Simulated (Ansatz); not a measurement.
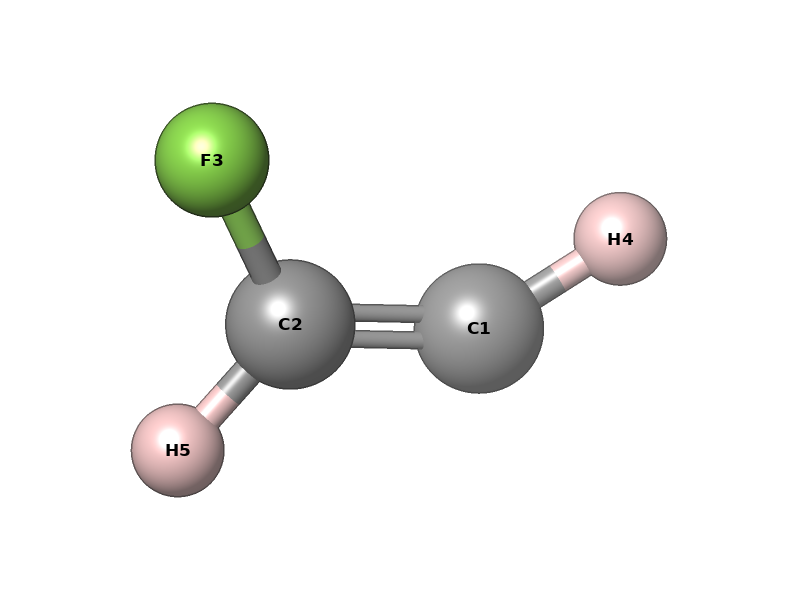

Depth is shown by fading: the farther an atom, the more it takes the colour of the background. Charge 0, doublet. Computed geometry: PBE0-D4/def2-TZVP optimisation. No frequency run is at hand to confirm it as a minimum.

Find the stereocentres and stereogenic double bonds.

Double bonds: C1=C2.

Assign CIP descriptors.

C1=C2: Z.

Write the isomeric SMILES.

[H]/[C]=C\F
